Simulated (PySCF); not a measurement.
**Run report: AlBrF, geometry relaxation (part 4 of 5)**

The same run, continued: AlBrF, multiplicity 2, SMILES [F][Al][Br]; TPSSh/def2-SVP, UKS (PySCF 2.14.0). The geometry comes from this level: PBE0-D4/def2-TZVP.

Geometry of the input (Å):
```
F  -1.1200  1.0166  -0.5105
Al -0.4400  -0.4682  -0.2888
Br 1.5490  -0.6132  0.7862
```

The program's output, continued
```
Geometry optimization cycle 50
Cartesian coordinates (Angstrom)
 Atom        New coordinates             dX        dY        dZ
   F  -1.144224   1.022253  -0.508473   -0.000163 -0.000135  0.000081
  Al  -0.432672  -0.475149  -0.287479    0.000028 -0.000051  0.000048
  Br   1.585327  -0.604628   0.771653    0.000134  0.000185 -0.000128
converged SCF energy = -2924.24503989833  <S^2> = 0.75177923  2S+1 = 2.0017784
--------------- DFUKS_Scanner gradients ---------------
         x                y                z
0 F    -0.0000129622    -0.0000147669     0.0000137690
1 Al    -0.0000017753    -0.0000165705    -0.0000050303
2 Br    -0.0000106902    -0.0000050560     0.0000153963
----------------------------------------------
cycle 50: E = -2924.2450399  dE = -1.22054e-09  norm(grad) = 3.54343e-05
Step   49 : Displace = 3.772e-06/4.224e-06 (rms/max) Trust = 4.000e-06 (=) Grad = 1.048e-05/1.420e-05 (rms/max) E (change) = -2924.2450398983 (-1.221e-09) Quality = 0.102
Hessian Eigenvalues: 2.39823e-04 5.38003e-03 1.99959e-02 ... 2.48119e-01 3.11906e-01 1.26914e+00

Geometry optimization cycle 51
Cartesian coordinates (Angstrom)
 Atom        New coordinates             dX        dY        dZ
   F  -1.144656   1.021887  -0.508253   -0.000433 -0.000366  0.000220
  Al  -0.432599  -0.475289  -0.287354    0.000073 -0.000140  0.000125
  Br   1.585686  -0.604122   0.771308    0.000359  0.000505 -0.000345
converged SCF energy = -2924.24503990143  <S^2> = 0.75177923  2S+1 = 2.0017784
--------------- DFUKS_Scanner gradients ---------------
         x                y                z
0 F    -0.0000126963    -0.0000152219     0.0000133906
1 Al    -0.0000013910    -0.0000162472    -0.0000047504
2 Br    -0.0000105878    -0.0000052015     0.0000151101
----------------------------------------------
cycle 51: E = -2924.2450399  dE = -3.10274e-09  norm(grad) = 3.50451e-05
Step   50 : Displace = 3.998e-06/4.421e-06 (rms/max) Trust = 4.000e-06 (=) Grad = 1.040e-05/1.422e-05 (rms/max) E (change) = -2924.2450399014 (-3.103e-09) Quality = 0.097
Hessian Eigenvalues: 2.39823e-04 5.38003e-03 1.99959e-02 ... 2.48119e-01 3.11906e-01 1.26914e+00

Geometry optimization cycle 52
Cartesian coordinates (Angstrom)
 Atom        New coordinates             dX        dY        dZ
   F  -1.145125   1.021488  -0.508017   -0.000468 -0.000398  0.000235
  Al  -0.432520  -0.475441  -0.287219    0.000079 -0.000153  0.000135
  Br   1.586073  -0.603573   0.770939    0.000387  0.000550 -0.000369
converged SCF energy = -2924.24503990433  <S^2> = 0.75177923  2S+1 = 2.0017784
--------------- DFUKS_Scanner gradients ---------------
         x                y                z
0 F    -0.0000124171    -0.0000156042     0.0000129867
1 Al    -0.0000010308    -0.0000160096    -0.0000044969
2 Br    -0.0000104135    -0.0000053472     0.0000148369
----------------------------------------------
cycle 52: E = -2924.2450399  dE = -2.89401e-09  norm(grad) = 3.46567e-05
Step   51 : Displace = 3.996e-06/4.333e-06 (rms/max) Trust = 4.000e-06 (=) Grad = 1.033e-05/1.420e-05 (rms/max) E (change) = -2924.2450399043 (-2.894e-09) Quality = 0.084
Hessian Eigenvalues: 2.39823e-04 5.38003e-03 1.99959e-02 ... 2.48119e-01 3.11906e-01 1.26914e+00

Geometry optimization cycle 53
Cartesian coordinates (Angstrom)
 Atom        New coordinates             dX        dY        dZ
   F  -1.145618   1.021066  -0.507774   -0.000494 -0.000422  0.000244
  Al  -0.432435  -0.475604  -0.287076    0.000085 -0.000162  0.000142
  Br   1.586479  -0.602989   0.770554    0.000407  0.000583 -0.000385
converged SCF energy = -2924.24503990681  <S^2> = 0.75177924  2S+1 = 2.0017784
--------------- DFUKS_Scanner gradients ---------------
         x                y                z
0 F    -0.0000128510    -0.0000145108     0.0000123267
1 Al     0.0000006483    -0.0000173372    -0.0000036984
2 Br    -0.0000108016    -0.0000054085     0.0000142437
----------------------------------------------
cycle 53: E = -2924.24503991  dE = -2.48565e-09  norm(grad) = 3.45129e-05
Step   52 : Displace = 4.057e-06/4.438e-06 (rms/max) Trust = 4.000e-06 (=) Grad = 1.047e-05/1.436e-05 (rms/max) E (change) = -2924.2450399068 (-2.486e-09) Quality = 0.069
Hessian Eigenvalues: 2.18745e-04 5.43367e-03 1.99970e-02 ... 2.44633e-01 3.01094e-01 1.27519e+00

Geometry optimization cycle 54
Cartesian coordinates (Angstrom)
 Atom        New coordinates             dX        dY        dZ
   F  -1.146770   1.020060  -0.507228   -0.001152 -0.001007  0.000546
  Al  -0.432232  -0.475994  -0.286748    0.000203 -0.000390  0.000329
  Br   1.587425  -0.601595   0.769682    0.000945  0.001394 -0.000872
converged SCF energy = -2924.24503991037  <S^2> = 0.75177927  2S+1 = 2.0017785
--------------- DFUKS_Scanner gradients ---------------
         x                y                z
0 F    -0.0000108417    -0.0000172724     0.0000118270
1 Al    -0.0000010789    -0.0000150498    -0.0000042818
2 Br    -0.0000090873    -0.0000055891     0.0000142278
----------------------------------------------
cycle 54: E = -2924.24503991  dE = -3.55249e-09  norm(grad) = 3.34365e-05
Step   53 : Displace = 3.961e-06/4.031e-06 (rms/max) Trust = 4.000e-06 (=) Grad = 1.006e-05/1.381e-05 (rms/max) E (change) = -2924.2450399104 (-3.552e-09) Quality = 0.043
Hessian Eigenvalues: 2.03312e-04 5.97457e-03 1.99994e-02 ... 2.42686e-01 2.96031e-01 1.27890e+00

Geometry optimization cycle 55
Cartesian coordinates (Angstrom)
 Atom        New coordinates             dX        dY        dZ
   F  -1.147614   1.019304  -0.506867   -0.000844 -0.000756  0.000361
  Al  -0.432073  -0.476289  -0.286509    0.000159 -0.000295  0.000239
  Br   1.588102  -0.600550   0.769088    0.000677  0.001045 -0.000594
converged SCF energy = -2924.24503991002  <S^2> = 0.75177925  2S+1 = 2.0017785
--------------- DFUKS_Scanner gradients ---------------
         x                y                z
0 F    -0.0000104362    -0.0000173559     0.0000111059
1 Al    -0.0000004588    -0.0000152659    -0.0000039109
2 Br    -0.0000086727    -0.0000057429     0.0000137456
----------------------------------------------
cycle 55: E = -2924.24503991  dE = 3.44244e-10  norm(grad) = 3.28508e-05
```

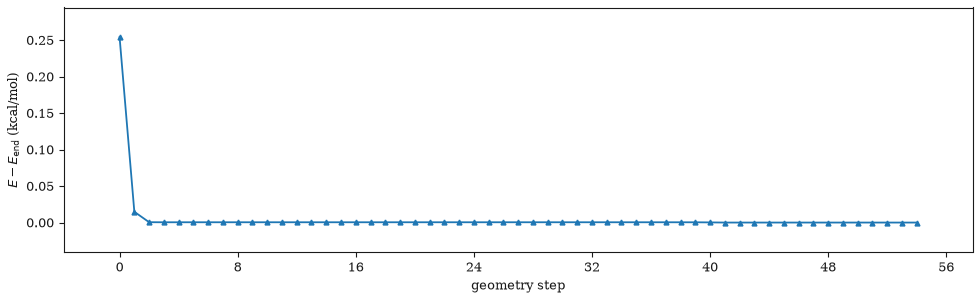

**Figure 1.** Progress of the relaxation, step by step (steps are counted from 0).

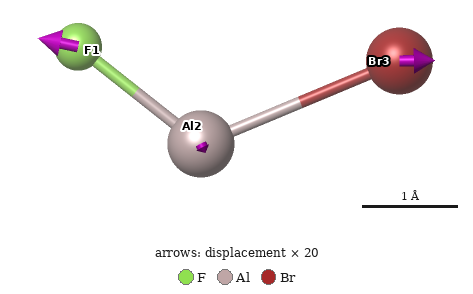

**Figure 2.** The starting structure with the displacements as pink arrows, magnified 20 times (ball-and-stick view, seen at an oblique angle). The two geometries are laid on each other by the best rigid fit. The atom that moves furthest after the best rigid fit is F1 (0.022 Å). Largest moves by element: F 0.022 Å, Br 0.019 Å, Al 0.005 Å. Among the contacts that change: F1–Al2 1.648 → 1.673 Å, Al2–Br3 2.266 → 2.283 Å. After 54 geometry steps the energy has fallen by 0.25 kcal/mol. Largest force component: 0.68 eV/Å at the start, 0.00089 eV/Å at the end. (Atoms are counted from 1 in the order of the input.)

```
Step   54 : Displace = 3.800e-06/4.233e-06 (rms/max) Trust = 4.000e-06 (=) Grad = 9.922e-06/1.370e-05 (rms/max) E (change) = -2924.2450399100 (+3.442e-10) Quality = -0.006
Hessian Eigenvalues: 2.03312e-04 5.97457e-03 1.99994e-02 ... 2.42686e-01 2.96031e-01 1.27890e+00
Converged! =D

converged: True
F          -1.14761426        1.01930384       -0.50686710
Al         -0.43207282       -0.47628873       -0.28650906
Br          1.58810177       -0.60055020        0.76908782

WARN: HOMO -0.18207841759564 >= LUMO -0.182078417595649

converged SCF energy = -2924.24503991002  <S^2> = 0.75177927  2S+1 = 2.0017785
E(TPSSH) = -2924.245039910
```

Trajectory as extended XYZ (Å, eV, eV/Å), 55 frames, from step=0 to step=54
```
3
Properties=species:S:1:pos:R:3:forces:R:3 step=0 energy=-79572.75024
F    -1.1200    1.0166   -0.5105   -0.3206   0.6775  -0.1087
Al   -0.4400   -0.4682   -0.2888    0.1242  -0.6541   0.0017
Br    1.5490   -0.6132    0.7862    0.1994  -0.0229   0.1055
3
Properties=species:S:1:pos:R:3:forces:R:3 step=1 energy=-79572.76062
F    -1.1308    1.0269   -0.5162   -0.0785   0.1647  -0.0282
Al   -0.4400   -0.4724   -0.2898    0.0496  -0.1588   0.0112
Br    1.5617   -0.6190    0.7920    0.0317  -0.0050   0.0154
3
Properties=species:S:1:pos:R:3:forces:R:3 step=2 energy=-79572.76124
F    -1.1335    1.0302   -0.5183   -0.0058   0.0129  -0.0038
Al   -0.4389   -0.4734   -0.2901    0.0104  -0.0113   0.0047
Br    1.5655   -0.6205    0.7931   -0.0018  -0.0004  -0.0025
3
Properties=species:S:1:pos:R:3:forces:R:3 step=3 energy=-79572.76124
F    -1.1332    1.0307   -0.5189    0.0006   0.0004  -0.0016
Al   -0.4380   -0.4732   -0.2903    0.0025   0.0008   0.0016
Br    1.5662   -0.6205    0.7928   -0.0004   0.0000  -0.0017
3
Properties=species:S:1:pos:R:3:forces:R:3 step=4 energy=-79572.76124
F    -1.1323    1.0312   -0.5198    0.0035  -0.0045  -0.0005
Al   -0.4368   -0.4727   -0.2907   -0.0023   0.0053  -0.0006
Br    1.5673   -0.6202    0.7922    0.0015   0.0003  -0.0006
3
Properties=species:S:1:pos:R:3:forces:R:3 step=5 energy=-79572.76124
F    -1.1316    1.0316   -0.5204    0.0036  -0.0040  -0.0004
Al   -0.4360   -0.4723   -0.2910   -0.0032   0.0046  -0.0011
Br    1.5680   -0.6200    0.7918    0.0023   0.0005  -0.0001
3
Properties=species:S:1:pos:R:3:forces:R:3 step=6 energy=-79572.76124
F    -1.1310    1.0317   -0.5208    0.0021  -0.0004  -0.0009
Al   -0.4355   -0.4720   -0.2913   -0.0014   0.0009  -0.0005
Br    1.5686   -0.6198    0.7915    0.0021   0.0006  -0.0002
3
Properties=species:S:1:pos:R:3:forces:R:3 step=7 energy=-79572.76124
F    -1.1303    1.0320   -0.5213    0.0014   0.0011  -0.0011
Al   -0.4349   -0.4717   -0.2916   -0.0004  -0.0006  -0.0001
Br    1.5692   -0.6196    0.7911    0.0018   0.0006  -0.0004
3
Properties=species:S:1:pos:R:3:forces:R:3 step=8 energy=-79572.76124
F    -1.1301    1.0320   -0.5213    0.0014   0.0011  -0.0011
Al   -0.4348   -0.4716   -0.2917   -0.0001  -0.0006   0.0000
Br    1.5693   -0.6195    0.7911    0.0016   0.0006  -0.0005
3
Properties=species:S:1:pos:R:3:forces:R:3 step=9 energy=-79572.76124
F    -1.1301    1.0320   -0.5213    0.0014   0.0010  -0.0011
Al   -0.4348   -0.4716   -0.2917   -0.0001  -0.0004   0.0001
Br    1.5693   -0.6195    0.7911    0.0015   0.0006  -0.0006
3
Properties=species:S:1:pos:R:3:forces:R:3 step=10 energy=-79572.76124
F    -1.1301    1.0321   -0.5213    0.0014   0.0009  -0.0011
Al   -0.4348   -0.4716   -0.2917    0.0000  -0.0004   0.0001
Br    1.5694   -0.6195    0.7910    0.0014   0.0006  -0.0006
3
Properties=species:S:1:pos:R:3:forces:R:3 step=11 energy=-79572.76124
F    -1.1300    1.0321   -0.5214    0.0014   0.0008  -0.0011
Al   -0.4348   -0.4716   -0.2917    0.0000  -0.0003   0.0001
Br    1.5694   -0.6195    0.7910    0.0014   0.0005  -0.0006
3
Properties=species:S:1:pos:R:3:forces:R:3 step=12 energy=-79572.76124
F    -1.1300    1.0321   -0.5214    0.0014   0.0008  -0.0011
Al   -0.4347   -0.4716   -0.2917    0.0000  -0.0002   0.0001
Br    1.5694   -0.6195    0.7910    0.0014   0.0005  -0.0006
3
Properties=species:S:1:pos:R:3:forces:R:3 step=13 energy=-79572.76124
F    -1.1300    1.0321   -0.5214    0.0014   0.0007  -0.0011
Al   -0.4347   -0.4716   -0.2917    0.0000  -0.0001   0.0001
Br    1.5694   -0.6195    0.7910    0.0014   0.0005  -0.0007
3
Properties=species:S:1:pos:R:3:forces:R:3 step=14 energy=-79572.76124
F    -1.1299    1.0321   -0.5214    0.0014   0.0007  -0.0011
Al   -0.4347   -0.4716   -0.2918    0.0000  -0.0001   0.0002
Br    1.5694   -0.6195    0.7910    0.0013   0.0005  -0.0007
3
Properties=species:S:1:pos:R:3:forces:R:3 step=15 energy=-79572.76124
F    -1.1299    1.0321   -0.5214    0.0014   0.0006  -0.0011
Al   -0.4347   -0.4716   -0.2918    0.0001   0.0000   0.0002
Br    1.5695   -0.6194    0.7910    0.0013   0.0005  -0.0007
3
Properties=species:S:1:pos:R:3:forces:R:3 step=16 energy=-79572.76124
F    -1.1299    1.0321   -0.5214    0.0014   0.0006  -0.0011
Al   -0.4347   -0.4716   -0.2918    0.0001   0.0000   0.0002
Br    1.5695   -0.6194    0.7910    0.0013   0.0005  -0.0007
3
Properties=species:S:1:pos:R:3:forces:R:3 step=17 energy=-79572.76124
F    -1.1298    1.0321   -0.5215    0.0014   0.0006  -0.0011
Al   -0.4346   -0.4716   -0.2918    0.0001   0.0000   0.0002
Br    1.5695   -0.6194    0.7909    0.0013   0.0005  -0.0007
3
Properties=species:S:1:pos:R:3:forces:R:3 step=18 energy=-79572.76124
F    -1.1298    1.0322   -0.5215    0.0014   0.0006  -0.0012
Al   -0.4346   -0.4716   -0.2918    0.0002   0.0001   0.0002
Br    1.5695   -0.6194    0.7909    0.0012   0.0005  -0.0007
3
Properties=species:S:1:pos:R:3:forces:R:3 step=19 energy=-79572.76124
F    -1.1297    1.0322   -0.5215    0.0014   0.0005  -0.0012
Al   -0.4346   -0.4716   -0.2918    0.0002   0.0001   0.0003
Br    1.5696   -0.6194    0.7909    0.0012   0.0004  -0.0007
3
Properties=species:S:1:pos:R:3:forces:R:3 step=20 energy=-79572.76124
F    -1.1297    1.0322   -0.5215    0.0014   0.0005  -0.0012
Al   -0.4345   -0.4716   -0.2919    0.0002   0.0001   0.0003
Br    1.5696   -0.6194    0.7909    0.0012   0.0004  -0.0008
3
Properties=species:S:1:pos:R:3:forces:R:3 step=21 energy=-79572.76124
F    -1.1296    1.0322   -0.5216    0.0014   0.0005  -0.0012
Al   -0.4345   -0.4716   -0.2919    0.0002   0.0002   0.0003
Br    1.5697   -0.6193    0.7909    0.0012   0.0004  -0.0008
3
Properties=species:S:1:pos:R:3:forces:R:3 step=22 energy=-79572.76124
F    -1.1296    1.0322   -0.5216    0.0014   0.0005  -0.0012
Al   -0.4344   -0.4715   -0.2919    0.0003   0.0002   0.0003
Br    1.5697   -0.6193    0.7908    0.0011   0.0004  -0.0008
3
Properties=species:S:1:pos:R:3:forces:R:3 step=23 energy=-79572.76124
F    -1.1295    1.0323   -0.5216    0.0014   0.0005  -0.0012
Al   -0.4344   -0.4715   -0.2920    0.0003   0.0002   0.0003
Br    1.5698   -0.6193    0.7908    0.0012   0.0004  -0.0008
3
Properties=species:S:1:pos:R:3:forces:R:3 step=24 energy=-79572.76124
F    -1.1294    1.0323   -0.5217    0.0013   0.0005  -0.0012
Al   -0.4343   -0.4715   -0.2920    0.0003   0.0002   0.0004
Br    1.5698   -0.6193    0.7908    0.0011   0.0004  -0.0008
3
Properties=species:S:1:pos:R:3:forces:R:3 step=25 energy=-79572.76124
F    -1.1293    1.0323   -0.5217    0.0013   0.0005  -0.0012
Al   -0.4343   -0.4715   -0.2920    0.0003   0.0002   0.0004
Br    1.5699   -0.6192    0.7907    0.0011   0.0004  -0.0008
3
Properties=species:S:1:pos:R:3:forces:R:3 step=26 energy=-79572.76124
F    -1.1292    1.0324   -0.5218    0.0013   0.0005  -0.0012
Al   -0.4342   -0.4714   -0.2921    0.0004   0.0002   0.0004
Br    1.5700   -0.6192    0.7907    0.0011   0.0004  -0.0008
3
Properties=species:S:1:pos:R:3:forces:R:3 step=27 energy=-79572.76124
F    -1.1291    1.0324   -0.5219    0.0013   0.0004  -0.0012
Al   -0.4341   -0.4714   -0.2921    0.0004   0.0003   0.0004
Br    1.5701   -0.6191    0.7906    0.0011   0.0004  -0.0008
3
Properties=species:S:1:pos:R:3:forces:R:3 step=28 energy=-79572.76124
F    -1.1289    1.0325   -0.5220    0.0013   0.0004  -0.0012
Al   -0.4339   -0.4714   -0.2922    0.0004   0.0003   0.0004
Br    1.5702   -0.6191    0.7905    0.0011   0.0004  -0.0008
3
Properties=species:S:1:pos:R:3:forces:R:3 step=29 energy=-79572.76124
F    -1.1288    1.0325   -0.5221    0.0013   0.0004  -0.0012
Al   -0.4338   -0.4713   -0.2923    0.0004   0.0003   0.0004
Br    1.5704   -0.6190    0.7904    0.0011   0.0004  -0.0008
3
Properties=species:S:1:pos:R:3:forces:R:3 step=30 energy=-79572.76124
F    -1.1285    1.0326   -0.5222    0.0013   0.0004  -0.0012
Al   -0.4336   -0.4712   -0.2924    0.0004   0.0003   0.0004
Br    1.5706   -0.6190    0.7903    0.0011   0.0004  -0.0008
3
Properties=species:S:1:pos:R:3:forces:R:3 step=31 energy=-79572.76124
F    -1.1286    1.0326   -0.5222    0.0013   0.0004  -0.0012
Al   -0.4336   -0.4712   -0.2924    0.0005   0.0003   0.0004
Br    1.5706   -0.6189    0.7903    0.0010   0.0003  -0.0008
3
Properties=species:S:1:pos:R:3:forces:R:3 step=32 energy=-79572.76124
F    -1.1286    1.0326   -0.5222    0.0013   0.0005  -0.0012
Al   -0.4336   -0.4712   -0.2924    0.0005   0.0003   0.0005
Br    1.5707   -0.6189    0.7902    0.0010   0.0003  -0.0008
3
Properties=species:S:1:pos:R:3:forces:R:3 step=33 energy=-79572.76124
F    -1.1286    1.0325   -0.5221    0.0013   0.0005  -0.0012
Al   -0.4336   -0.4713   -0.2924    0.0005   0.0003   0.0004
Br    1.5707   -0.6188    0.7902    0.0011   0.0003  -0.0008
3
Properties=species:S:1:pos:R:3:forces:R:3 step=34 energy=-79572.76124
F    -1.1287    1.0325   -0.5221    0.0012   0.0005  -0.0013
Al   -0.4336   -0.4713   -0.2923    0.0005   0.0003   0.0005
Br    1.5708   -0.6188    0.7901    0.0011   0.0003  -0.0008
3
Properties=species:S:1:pos:R:3:forces:R:3 step=35 energy=-79572.76124
F    -1.1288    1.0324   -0.5220    0.0012   0.0005  -0.0013
Al   -0.4336   -0.4713   -0.2923    0.0005   0.0003   0.0005
Br    1.5708   -0.6187    0.7900    0.0011   0.0003  -0.0008
3
Properties=species:S:1:pos:R:3:forces:R:3 step=36 energy=-79572.76124
F    -1.1289    1.0324   -0.5219    0.0012   0.0004  -0.0013
Al   -0.4336   -0.4713   -0.2923    0.0005   0.0004   0.0004
Br    1.5709   -0.6186    0.7899    0.0011   0.0003  -0.0008
3
Properties=species:S:1:pos:R:3:forces:R:3 step=37 energy=-79572.76124
F    -1.1290    1.0323   -0.5218    0.0012   0.0005  -0.0013
Al   -0.4336   -0.4714   -0.2922    0.0005   0.0003   0.0005
Br    1.5711   -0.6185    0.7897    0.0011   0.0003  -0.0008
3
Properties=species:S:1:pos:R:3:forces:R:3 step=38 energy=-79572.76124
F    -1.1294    1.0321   -0.5214    0.0012   0.0004  -0.0012
Al   -0.4336   -0.4715   -0.2921    0.0005   0.0004   0.0005
Br    1.5714   -0.6181    0.7892    0.0011   0.0003  -0.0008
3
Properties=species:S:1:pos:R:3:forces:R:3 step=39 energy=-79572.76124
F    -1.1298    1.0318   -0.5210    0.0011   0.0005  -0.0012
Al   -0.4335   -0.4716   -0.2920    0.0005   0.0004   0.0005
Br    1.5719   -0.6177    0.7887    0.0010   0.0003  -0.0009
3
Properties=species:S:1:pos:R:3:forces:R:3 step=40 energy=-79572.76125
F    -1.1347    1.0286   -0.5167    0.0009   0.0007  -0.0011
Al   -0.4333   -0.4728   -0.2905    0.0005   0.0005   0.0005
Br    1.5765   -0.6134    0.7828    0.0008   0.0003  -0.0009
3
Properties=species:S:1:pos:R:3:forces:R:3 step=41 energy=-79572.76126
F    -1.1434    1.0229   -0.5089    0.0005   0.0009  -0.0008
Al   -0.4328   -0.4749   -0.2877    0.0005   0.0008   0.0004
Br    1.5847   -0.6055    0.7723    0.0004   0.0002  -0.0009
3
Properties=species:S:1:pos:R:3:forces:R:3 step=42 energy=-79572.76126
F    -1.1436    1.0227   -0.5088    0.0005   0.0009  -0.0008
Al   -0.4328   -0.4750   -0.2877    0.0004   0.0008   0.0004
Br    1.5848   -0.6053    0.7721    0.0005   0.0002  -0.0009
3
Properties=species:S:1:pos:R:3:forces:R:3 step=43 energy=-79572.76126
F    -1.1437    1.0227   -0.5087    0.0005   0.0009  -0.0008
Al   -0.4328   -0.4750   -0.2876    0.0004   0.0007   0.0004
Br    1.5849   -0.6052    0.7721    0.0005   0.0002  -0.0009
```
